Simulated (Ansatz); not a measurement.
**HNO2 (nitrous acid): HSE06/def2-TZVP**

What is the vertical singlet–triplet gap of HNO2 (nitrous acid) at HSE06/def2-TZVP? 

Program for the calculation: Ansatz 0.2.0.

55 further runs of the same task are left out: 55 set aside as unsound or not needed.

### Step 1. Starting point

The species is HNO2 (4 atoms), meant as a singlet with charge 0. SMILES: `O=NO`. The shape is that of a PBE0-D4/def2-TZVP optimisation.

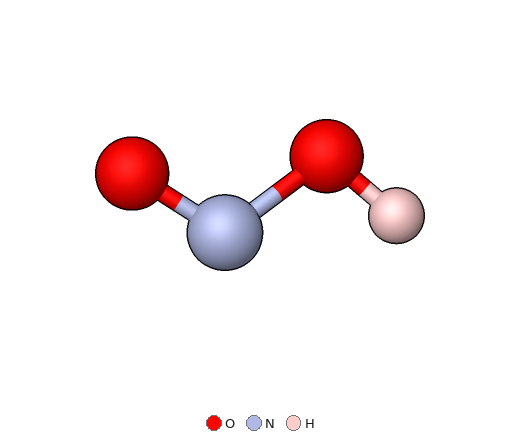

The structure, seen from a chosen angle (oxygen red, nitrogen light blue, hydrogen pink).

### Step 2. A single-point energy at HSE06/def2-TZVP

molecule.yaml

```yaml
crystal:
  periodic: [false, false, false]
  atoms:
    - {symbol: O, position_ang: [0.413650, 0.047230, 1.437260]}
    - {symbol: N, position_ang: [0.320150, -0.419400, 0.377370]}
    - {symbol: O, position_ang: [-0.362650, 0.434660, -0.492650]}
    - {symbol: H, position_ang: [-0.371140, -0.062490, -1.321980]}
basis:
  gaussian:
    orbitals: def2-TZVP
hamiltonian:
  xc: {name: HSE06}
accuracy: high
output:
  orbitals: {seedname: orbitals}
```

Command:

```
ansatz run molecule.yaml --threads 1 --pin off --max-ram 3480MiB --events-out events.jsonl --progress --plain --runs-dir runs
```

What it wrote:

```text
Warning: RAYON_NUM_THREADS=1 ignored (pool sized by the plan → 1); use --threads N
Functional definition: HSE06
  name "HSE06"
  parameter a = 0.25
  parameter omega = 0.11/bohr
  exchange = pbe_x - a*pbe_x_sr(omega) + a*exact_x_sr(omega)
  correlation = pbe_c
1704 factors; integrals over basis functions are off by at most 3.2e-9 eV
65 factors; integrals over basis functions are off by at most 7.3e-10 eV
mean field evaluation 1: about -5590.8381 eV, gradient 4.5e1 eV
mean field evaluation 2: about -5585.1171 eV, gradient 7.4e1 eV
mean field evaluation 4: about -5593.7969 eV, gradient 1.9e0 eV
mean field evaluation 8: about -5593.8051 eV, gradient 2.7e-2 eV
mean field evaluation 16: about -5593.8051 eV, gradient 5.7e-7 eV
mean field -5593.80514948 eV, -205.5685476262 hartree, gradient 6.5e-8 eV, S^2 0.000000; 0 other end points of the search recorded, 0 dependent functions left out
reference -5593.80515156 eV, -205.5685477027 hartree; 12, 12 occupied and 87, 87 virtual orbitals, 1704 factors
Total energy: -5593.80515156 eV, -205.5685477027 hartree
```

Wall time 4.5 s (1 thread of Arm Neoverse V1, shared host); peak memory 0.24 GiB.

### Step 3. The triplet

job.yaml

```yaml
basis:
  gaussian: {orbitals: def2-TZVP}
crystal:
  periodic: [false, false, false]
  atoms:
    - {symbol: O, position_ang: [0.413650, 0.047230, 1.437260]}
    - {symbol: "N", position_ang: [0.320150, -0.419400, 0.377370]}
    - {symbol: O, position_ang: [-0.362650, 0.434660, -0.492650]}
    - {symbol: H, position_ang: [-0.371140, -0.062490, -1.321980]}
hamiltonian: {xc: {name: HSE06}}
accuracy: high
output: {orbitals: {seedname: orbitals}}
magnetization: {spin_polarized: true, initial_magnetization: 2}
```

Command:

```
ansatz run job.yaml --threads 1 --pin off --max-ram 3480MiB --events-out events.jsonl --progress --plain --runs-dir runs
```

What it wrote:

```text
Warning: RAYON_NUM_THREADS=1 ignored (pool sized by the plan → 1); use --threads N
[... 6 set-up lines as earlier in the session ...]
1704 factors; integrals over basis functions are off by at most 3.2e-9 eV
65 factors; integrals over basis functions are off by at most 7.3e-10 eV
mean field evaluation 1: about -5589.3515 eV, gradient 2.5e1 eV
mean field evaluation 2: about -5587.7097 eV, gradient 3.4e1 eV
mean field evaluation 4: about -5591.3612 eV, gradient 2.4e0 eV
mean field evaluation 8: about -5591.4148 eV, gradient 9.8e-2 eV
mean field evaluation 16: about -5591.4149 eV, gradient 3.7e-5 eV
mean field -5591.41488994 eV, -205.4807072082 hartree, gradient 3.2e-8 eV, S^2 2.009840; 0 other end points of the search recorded, 0 dependent functions left out
reference -5591.41489210 eV, -205.4807072875 hartree; 13, 11 occupied and 86, 88 virtual orbitals, 1704 factors
Total energy: -5591.41489210 eV, -205.4807072875 hartree
```

It took 8.1 s on 1 thread of Arm Neoverse V1, shared host; peak memory 0.32 GiB.

### Step 4. Outcome

Level: HSE06/def2-TZVP.

| quantity | value |
| --- | --- |
| singlet: total energy | -205.56855 Eh |
| singlet: HOMO energy | -7.70 eV |
| singlet: LUMO energy | -2.48 eV |
| singlet: HOMO–LUMO gap | 5.22 eV |
| triplet: total energy | -205.48071 Eh |
| triplet: HOMO energy (highest over α and β) | -5.15 eV |
| triplet: LUMO energy (lowest over α and β) | -4.74 eV |
| triplet: ⟨S²⟩ | 2.010 |
| vertical energy of the triplet above the singlet | 2.390 eV |

What this shows: At this shape the triplet lies 2.39 eV (231 kJ/mol) above the singlet.
